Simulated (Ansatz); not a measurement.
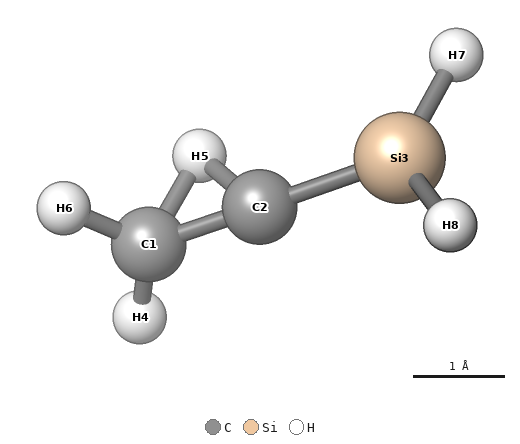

Figure 1. The starting structure (ball-and-stick view, seen at a tilt; atoms are numbered from 1 in the order of the input).

# Run report: C2H5Si (charge +1), nudged elastic band

System: C2H5Si, charge +1.
Method: RKS r2SCAN-D4/def2-SVP (Ansatz 0.2.0).

It belongs to a series of runs on one base structure; here: band between the two ends. Figures and captions count atoms from 1; the log counts them from 0 in places.

The program's output:
```
Engine: ansatz 0.2.0, x86_64-unknown-linux-gnu
Functional definition: r2SCAN
  parameter k0 = 0.174
  parameter k1 = 0.065
  parameter a1 = 4.9479
  exchange = r2scan_x(k0 = k0, k1 = k1, a1 = a1)
  correlation = r2scan_c
802 factors; their error is unknown
mean field evaluation 1: about -10001.9349 eV, gradient 6.8e1 eV
mean field evaluation 2: about -9966.5764 eV, gradient 1.1e2 eV
mean field evaluation 4: about -10014.9084 eV, gradient 1.4e1 eV
mean field evaluation 8: about -10015.5170 eV, gradient 1.8e-1 eV
mean field evaluation 16: about -10015.4654 eV, gradient 8.6e-5 eV
mean field -10015.46540328 eV, -368.0615648442 hartree, gradient 1.2e-5 eV, S^2 0.000000; 0 other end points of the search recorded, 0 dependent functions left out
the calculation of the forces begins
reference -10015.46541220 eV, -368.0615651720 hartree; 15, 15 occupied and 56, 56 virtual orbitals, 802 factors
802 factors; their error is unknown
mean field evaluation 32: about -10015.4654 eV, gradient 1.5e-3 eV
mean field -10015.46541055 eV, -368.0615651113 hartree, gradient 1.2e-5 eV, S^2 0.000000; 0 other end points of the search recorded, 0 dependent functions left out
[... from here on the field's lines of each further geometry are left out, up to the last ...]
NEB iter   1: max|band force component| = 1.727e2 eV/Å  barrier→ = 58.9147 eV  barrier← = 58.9147 eV  Δτ_max = 0.1952 Å  (316 SCF iters)
NEB iter   2: max|band force component| = 1.094e2 eV/Å  barrier→ = 31.1624 eV  barrier← = 31.1624 eV  Δτ_max = 0.1954 Å  (281 SCF iters)
NEB iter   3: max|band force component| = 3.038e1 eV/Å  barrier→ = 9.7493 eV  barrier← = 9.7493 eV  Δτ_max = 0.1970 Å  (281 SCF iters)
NEB iter   4: max|band force component| = 2.072e1 eV/Å  barrier→ = 5.4740 eV  barrier← = 5.4740 eV  Δτ_max = 0.1893 Å  (275 SCF iters)
NEB iter   5: max|band force component| = 1.057e1 eV/Å  barrier→ = 2.0257 eV  barrier← = 2.0257 eV  Δτ_max = 0.1886 Å  (266 SCF iters)
NEB iter   6: max|band force component| = 6.125e0 eV/Å  barrier→ = 0.8487 eV  barrier← = 0.8487 eV  Δτ_max = 0.1993 Å  (259 SCF iters)
NEB iter   7: max|band force component| = 4.429e0 eV/Å  barrier→ = 0.4268 eV  barrier← = 0.4268 eV  Δτ_max = 0.1845 Å  (266 SCF iters)
NEB iter   8: max|band force component| = 2.189e0 eV/Å  barrier→ = 0.1810 eV  barrier← = 0.1811 eV  Δτ_max = 0.2000 Å  (251 SCF iters)
NEB iter   9: max|band force component| = 7.920e-1 eV/Å  barrier→ = 0.0791 eV  barrier← = 0.0791 eV  Δτ_max = 0.0703 Å  (259 SCF iters)
NEB iter  10: max|band force component| = 3.769e-1 eV/Å  barrier→ = 0.0752 eV  barrier← = 0.0752 eV  CI = image 5  Δτ_max = 0.0380 Å  (258 SCF iters)
NEB iter  11: max|band force component| = 1.738e-1 eV/Å  barrier→ = 0.0745 eV  barrier← = 0.0745 eV  CI = image 5  Δτ_max = 0.0264 Å  (258 SCF iters)
NEB iter  12: max|band force component| = 1.007e-1 eV/Å  barrier→ = 0.0744 eV  barrier← = 0.0745 eV  CI = image 5  Δτ_max = 0.0246 Å  (251 SCF iters)
the calculation of the forces begins
reference -10015.43801004 eV, -368.0605581614 hartree; 15, 15 occupied and 56, 56 virtual orbitals, 802 factors
802 factors; their error is unknown
mean field evaluation 1152: about -10015.3909 eV, gradient 6.1e-5 eV
mean field -10015.39086764 eV, -368.0588257101 hartree, gradient 1.9e-5 eV, S^2 0.000000; 1 other end points of the search recorded, 0 dependent functions left out
the calculation of the forces begins
reference -10015.39087670 eV, -368.0588260431 hartree; 15, 15 occupied and 56, 56 virtual orbitals, 802 factors
NEB iter  13: max|band force component| = 3.937e-2 eV/Å  barrier→ = 0.0744 eV  barrier← = 0.0744 eV  CI = image 5  Δτ_max = 0.0000 Å  (500 SCF iters)
```

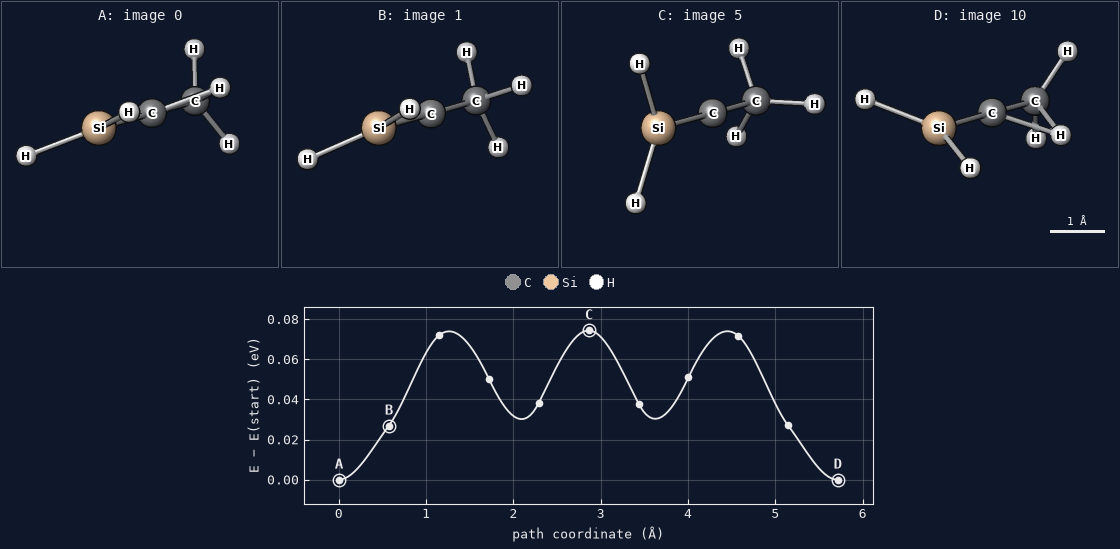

Figure 2. Images of the last band (counted from 0; ball-and-stick, seen at a tilt) above the energy along the path; the line is a cubic interpolation that uses the forces. The highest image is number 5, 0.074 eV above the start and 0.074 eV above the end (the climbing image); start and end have the same energy. The path is 5.71 Å long. The band converged in 13 iterations.

```
Total energy: -10015.41517658 eV, -368.0597190472 hartree
Atom 0 at    -0.624390     1.074592    -0.536996 Å, force    -0.001365    -0.000991    -0.003552 eV/Å
Atom 1 at     0.052566    -0.035860    -0.028358 Å, force    -0.005871     0.002772     0.007031 eV/Å
Atom 2 at     0.877123    -1.402698     0.612496 Å, force     0.006618    -0.002988    -0.001936 eV/Å
Atom 3 at    -1.720568     0.842411    -0.515738 Å, force    -0.000026     0.000678    -0.000139 eV/Å
Atom 4 at    -0.304833     1.476570    -1.512324 Å, force     0.001505     0.001264    -0.002244 eV/Å
Atom 5 at    -0.631005     1.861673     0.260850 Å, force     0.000680    -0.000815     0.000517 eV/Å
Atom 6 at     2.036368    -1.098442     1.476784 Å, force    -0.000808    -0.000769    -0.000053 eV/Å
Atom 7 at     0.314729    -2.718236     0.243295 Å, force    -0.000732     0.000848     0.000375 eV/Å
Dipole moment:    -0.096589     0.068152     0.046338 e Å
this run last wrote the band of iteration 13 to [file]
```

The last band as extended XYZ (Å, eV, eV/Å):
```
8
Properties=species:S:1:pos:R:3:forces:R:3 image=0 energy=-10015.48958
C    -0.9290    1.0083   -0.4064    0.0083   0.0045  -0.0116
C    -0.1483   -0.0289    0.0104    0.0032   0.0002   0.0033
Si    0.8588   -1.3241    0.5329   -0.0002  -0.0009  -0.0002
H    -1.2853    1.0790   -1.4496   -0.0044   0.0013   0.0048
H     0.3354    1.1464   -0.4568   -0.0023  -0.0045   0.0022
H    -1.2929    1.7768    0.2984   -0.0045   0.0003   0.0011
H     2.3191   -1.1356    0.4636   -0.0011   0.0004  -0.0001
H     0.1423   -2.5219    1.0075    0.0009  -0.0013   0.0005
8
Properties=species:S:1:pos:R:3:forces:R:3 image=1 energy=-10015.46266
C    -0.7955    1.0392   -0.4164   -0.0093  -0.0038  -0.0099
C    -0.0885   -0.0658    0.0356   -0.0064  -0.0072   0.0001
Si    0.8698   -1.3886    0.5817    0.0019   0.0066  -0.0066
H    -1.3289    0.9496   -1.3813    0.0098   0.0166  -0.0194
H     0.1909    1.5470   -0.7106    0.0186  -0.0132   0.0375
H    -1.2675    1.7041    0.3285   -0.0164  -0.0067  -0.0018
H     2.3358   -1.2175    0.5643    0.0004  -0.0001  -0.0280
H     0.0837   -2.5679    0.9983    0.0015   0.0078   0.0281
8
Properties=species:S:1:pos:R:3:forces:R:3 image=2 energy=-10015.41770
C    -0.7046    1.0868   -0.3969   -0.0080  -0.0015  -0.0034
C    -0.0043   -0.0315    0.0594   -0.0024  -0.0042   0.0009
Si    0.8693   -1.4043    0.6179    0.0024   0.0021   0.0002
H    -1.4141    0.7916   -1.2079    0.0036   0.0107  -0.0147
H     0.0317    1.6428   -1.0397    0.0090  -0.0039   0.0174
H    -1.1596    1.7563    0.3515   -0.0074  -0.0049  -0.0002
H     2.3240   -1.2189    0.7966    0.0035  -0.0014  -0.0149
H     0.0576   -2.6227    0.8191   -0.0007   0.0031   0.0146
8
Properties=species:S:1:pos:R:3:forces:R:3 image=3 energy=-10015.43928
C    -0.6055    1.1487   -0.4124    0.0167   0.0066  -0.0012
C     0.0604    0.0169    0.0528    0.0123   0.0068   0.0022
Si    0.8487   -1.4064    0.6145   -0.0050   0.0021  -0.0025
H    -1.4530    0.6087   -0.9395   -0.0077  -0.0278   0.0438
H    -0.1237    1.6496   -1.2778   -0.0238   0.0057  -0.0402
H    -1.0453    1.8353    0.3311    0.0184   0.0125  -0.0009
H     2.2537   -1.1956    1.0214   -0.0102   0.0026   0.0378
H     0.0647   -2.6572    0.6100   -0.0006  -0.0085  -0.0389
8
Properties=species:S:1:pos:R:3:forces:R:3 image=4 energy=-10015.45119
C    -0.5639    1.1540   -0.4724    0.0010   0.0007  -0.0004
C     0.0973    0.0330    0.0160    0.0075   0.0041   0.0130
Si    0.8503   -1.3988    0.6061   -0.0061   0.0005  -0.0061
H    -1.5361    0.5803   -0.6453    0.0341  -0.0261  -0.0300
H    -0.2503    1.5640   -1.4484    0.0151   0.0155   0.0193
H    -0.8797    1.9073    0.2757   -0.0457   0.0062   0.0074
H     2.1427   -1.1661    1.2833    0.0215  -0.0084  -0.0370
H     0.1396   -2.6737    0.3851   -0.0274   0.0075   0.0337
8
Properties=species:S:1:pos:R:3:forces:R:3 image=5 energy=-10015.41517
C    -0.6244    1.0746   -0.5370   -0.0014  -0.0010  -0.0036
C     0.0526   -0.0359   -0.0284   -0.0059   0.0028   0.0070
Si    0.8771   -1.4027    0.6125    0.0066  -0.0030  -0.0019
H    -1.7206    0.8424   -0.5157    0.0000   0.0007  -0.0001
H    -0.3048    1.4766   -1.5123    0.0015   0.0013  -0.0022
H    -0.6310    1.8617    0.2609    0.0007  -0.0008   0.0005
H     2.0364   -1.0984    1.4768   -0.0008  -0.0008  -0.0001
H     0.3147   -2.7182    0.2433   -0.0007   0.0008   0.0004
8
Properties=species:S:1:pos:R:3:forces:R:3 image=6 energy=-10015.45167
C    -0.7618    0.9867   -0.5641   -0.0071  -0.0269   0.0066
C    -0.0373   -0.0822   -0.0471   -0.0087   0.0048  -0.0076
Si    0.9130   -1.3538    0.6203   -0.0025   0.0115   0.0050
H    -1.7975    1.1072   -0.1902   -0.0081   0.0362   0.0234
H    -0.6111    1.2561   -1.6240   -0.0199  -0.0107  -0.0045
H    -0.2000    1.7584    0.0612    0.0437  -0.0204  -0.0209
H     2.1037   -0.9646    1.4017   -0.0229   0.0086   0.0304
H     0.3910   -2.7078    0.3423    0.0255  -0.0031  -0.0324
8
Properties=species:S:1:pos:R:3:forces:R:3 image=7 energy=-10015.43864
C    -0.8285    0.9762   -0.4648   -0.0130   0.0196   0.0032
C    -0.0419   -0.0652    0.0203   -0.0010  -0.0328  -0.0009
Si    0.9589   -1.3256    0.6306    0.0014   0.0007  -0.0059
H    -1.6543    1.3434    0.1687   -0.0113  -0.0162  -0.0160
H    -1.0662    0.9171   -1.5471    0.0149   0.0332  -0.0383
H    -0.0154    1.7685   -0.4815    0.0012  -0.0166   0.0486
H     2.2370   -0.9329    1.2559    0.0226   0.0121  -0.0320
H     0.4104   -2.6814    0.4179   -0.0147  -0.0002   0.0412
8
Properties=species:S:1:pos:R:3:forces:R:3 image=8 energy=-10015.41778
C    -0.7707    1.0460   -0.3841    0.0142   0.0036   0.0014
C     0.0272   -0.0110    0.0581    0.0043   0.0012   0.0068
Si    1.0004   -1.3195    0.6069   -0.0026  -0.0027  -0.0053
H    -1.3128    1.6391    0.3705    0.0049   0.0068   0.0015
H    -1.4840    0.5774   -1.1161   -0.0060  -0.0135   0.0121
H    -0.2053    1.6765   -1.1126   -0.0102   0.0024  -0.0169
H     2.3960   -0.9631    0.9384   -0.0079  -0.0007   0.0147
H     0.3490   -2.6453    0.6389    0.0033   0.0031  -0.0144
8
Properties=species:S:1:pos:R:3:forces:R:3 image=9 energy=-10015.46238
C    -0.7048    1.1027   -0.4210    0.0086   0.0260   0.0333
C     0.0980    0.0602    0.0192    0.0380  -0.0255  -0.0173
Si    1.0207   -1.2945    0.5529   -0.0308   0.0267  -0.0136
H    -0.9995    1.8825    0.3051    0.0095  -0.0181  -0.0395
H    -1.5926    0.3770   -0.4890    0.0071  -0.0050   0.0443
H    -0.5807    1.4458   -1.4655   -0.0213  -0.0128  -0.0090
H     2.4653   -1.0188    0.6949   -0.0106   0.0051   0.0310
H     0.2936   -2.5549    0.8034   -0.0005   0.0038  -0.0292
8
Properties=species:S:1:pos:R:3:forces:R:3 image=10 energy=-10015.48959
C    -0.6376    1.1880   -0.4769    0.0044  -0.0032   0.0008
C     0.0864    0.1158   -0.0461   -0.0023   0.0030  -0.0007
Si    0.9778   -1.2510    0.5039   -0.0033   0.0046  -0.0019
H    -0.9176    2.0087    0.2075   -0.0001  -0.0019   0.0022
H    -1.2660    0.1580   -0.0702   -0.0003   0.0018  -0.0008
H    -0.9082    1.3127   -1.5405    0.0002  -0.0032   0.0001
H     2.4439   -1.1047    0.4538    0.0019  -0.0003   0.0000
H     0.2213   -2.4275    0.9685   -0.0004  -0.0008   0.0002
```

This output came from the following input.

Input:
```yaml
crystal:
  periodic: [false, false, false]
  atoms:
    - { symbol: C, position_ang: [-0.928954, 1.008253, -0.406377] }
    - { symbol: C, position_ang: [-0.148349, -0.028924, 0.010385] }
    - { symbol: Si, position_ang: [0.858812, -1.324067, 0.532857] }
    - { symbol: H, position_ang: [-1.285332, 1.079024, -1.44961] }
    - { symbol: H, position_ang: [0.335408, 1.14639, -0.456794] }
    - { symbol: H, position_ang: [-1.292934, 1.77682, 0.298447] }
    - { symbol: H, position_ang: [2.319057, -1.135628, 0.463594] }
    - { symbol: H, position_ang: [0.142282, -2.521858, 1.007507] }
total_charge: 1
basis:
  gaussian: { orbitals: def2-SVP }
hamiltonian:
  xc: r2scan
  dispersion: d4
neb:
  order_check: false
  images: 9
  f_tol: 0.05
  max_iterations: 45
  final_atoms:
    - { symbol: C, position_ang: [-0.63760785, 1.18799536, -0.47685231] }
    - { symbol: C, position_ang: [0.08639737, 0.11584573, -0.04605412] }
    - { symbol: Si, position_ang: [0.97781908, -1.2509734, 0.50392146] }
    - { symbol: H, position_ang: [-0.91757259, 2.00865731, 0.20746747] }
    - { symbol: H, position_ang: [-1.26598075, 0.15796541, -0.07017506] }
    - { symbol: H, position_ang: [-0.90819674, 1.3127153, -1.54053159] }
    - { symbol: H, position_ang: [2.4438667, -1.10471731, 0.45377055] }
    - { symbol: H, position_ang: [0.22126478, -2.4274784, 0.96846259] }
  initial_path:
    images:
      - { positions_ang: [[-0.928954, 1.008253, -0.406377], [-0.148349, -0.028924, 0.010385], [0.858812, -1.324067, 0.532857], [-1.285332, 1.079024, -1.44961], [0.335408, 1.14639, -0.456794], [-1.292934, 1.77682, 0.298447], [2.319057, -1.135628, 0.463594], [0.142282, -2.521858, 1.007507]] }
      - { positions_ang: [[-0.87709483, 1.02472887, -0.41086278], [-0.08182175, -0.02351638, -0.03781627], [0.8586022, -1.33448016, 0.55971014], [-1.36560991, 1.01511857, -1.29822466], [0.19700256, 1.21535394, -0.64787095], [-1.16830601, 1.79939894, 0.30208328], [2.2705691, -1.14713771, 0.655874], [0.16664865, -2.54945606, 0.87711623]] }
      - { positions_ang: [[-0.82523567, 1.04120473, -0.41534856], [-0.0152945, -0.01810876, -0.08601753], [0.8583924, -1.34489332, 0.58656328], [-1.44588782, 0.95121313, -1.14683932], [0.05859712, 1.28431789, -0.83894789], [-1.04367802, 1.82197787, 0.30571957], [2.22208119, -1.15864743, 0.848154], [0.19101529, -2.57705411, 0.74672546]] }
      - { positions_ang: [[-0.7733765, 1.0576806, -0.41983434], [0.05123275, -0.01270115, -0.1342188], [0.85818261, -1.35530648, 0.61341642], [-1.52616574, 0.8873077, -0.99545398], [-0.07980832, 1.35328183, -1.03002484], [-0.91905003, 1.84455681, 0.30935585], [2.17359329, -1.17015714, 1.04043399], [0.21538194, -2.60465217, 0.61633469]] }
      - { positions_ang: [[-0.72151734, 1.07415646, -0.42432012], [0.11776, -0.00729353, -0.18242006], [0.85797281, -1.36571964, 0.64026956], [-1.60644365, 0.82340227, -0.84406865], [-0.21821376, 1.42224578, -1.22110178], [-0.79442204, 1.86713575, 0.31299213], [2.12510538, -1.18166686, 1.23271399], [0.23974859, -2.63225022, 0.48594393]] }
      - { positions_ang: [[-0.66965817, 1.09063233, -0.4288059], [0.18428725, -0.00188591, -0.23062133], [0.85776301, -1.37613281, 0.66712269], [-1.68672156, 0.75949684, -0.69268331], [-0.3566192, 1.49120972, -1.41217873], [-0.66979405, 1.88971468, 0.31662842], [2.07661748, -1.19317657, 1.42499399], [0.26411524, -2.65984828, 0.35555316]] }
      - { positions_ang: [[-0.66324811, 1.11010493, -0.43841518], [0.16470928, 0.02166042, -0.19370789], [0.88177422, -1.35110092, 0.63448245], [-1.53289177, 1.00932893, -0.51265315], [-0.53849151, 1.22456086, -1.14377799], [-0.71747459, 1.77431481, -0.05480358], [2.15006732, -1.17548472, 1.2307493], [0.25554515, -2.6133743, 0.47813505]] }
      - { positions_ang: [[-0.65683804, 1.12957754, -0.44802446], [0.1451313, 0.04520675, -0.15679444], [0.90578544, -1.32606904, 0.6018422], [-1.37906197, 1.25916103, -0.332623], [-0.72036382, 0.957912, -0.87537726], [-0.76515512, 1.65891493, -0.42623558], [2.22351717, -1.15779287, 1.03650461], [0.24697505, -2.56690033, 0.60071693]] }
      - { positions_ang: [[-0.65042798, 1.14905014, -0.45763375], [0.12555332, 0.06875307, -0.119881], [0.92979665, -1.30103716, 0.56920195], [-1.22523218, 1.50899312, -0.15259284], [-0.90223613, 0.69126313, -0.60697652], [-0.81283566, 1.54351505, -0.79766758], [2.29696701, -1.14010101, 0.84225992], [0.23840496, -2.52042635, 0.72329882]] }
      - { positions_ang: [[-0.64401791, 1.16852275, -0.46724303], [0.10597535, 0.0922994, -0.08296756], [0.95380787, -1.27600528, 0.53656171], [-1.07140238, 1.75882522, 0.02743732], [-1.08410844, 0.42461427, -0.33857579], [-0.8605162, 1.42811518, -1.16909959], [2.37041686, -1.12240916, 0.64801524], [0.22983487, -2.47395237, 0.84588071]] }
      - { positions_ang: [[-0.63760785, 1.18799536, -0.47685231], [0.08639737, 0.11584573, -0.04605412], [0.97781908, -1.2509734, 0.50392146], [-0.91757259, 2.00865731, 0.20746747], [-1.26598075, 0.15796541, -0.07017506], [-0.90819674, 1.3127153, -1.54053159], [2.4438667, -1.10471731, 0.45377055], [0.22126478, -2.4274784, 0.96846259]] }
```

Command:
```bash
ansatz run input.yaml --threads 1 --pin off --max-ram 2048MiB --backend cpu --events-out ev --progress --plain --runs-dir out
```

Summary:

```csv
quantity,value
outcome,converged
"barrier, forward",0.074 eV
"barrier, backward",0.074 eV
hardware,"1 thread of Intel Xeon @ 2.50GHz (Skylake/Cascade Lake), 176 GiB of memory available, shared host"
wall time,5.6 min
peak memory,0.17 GiB
```

Notes:

The order of the saddle point was not checked.
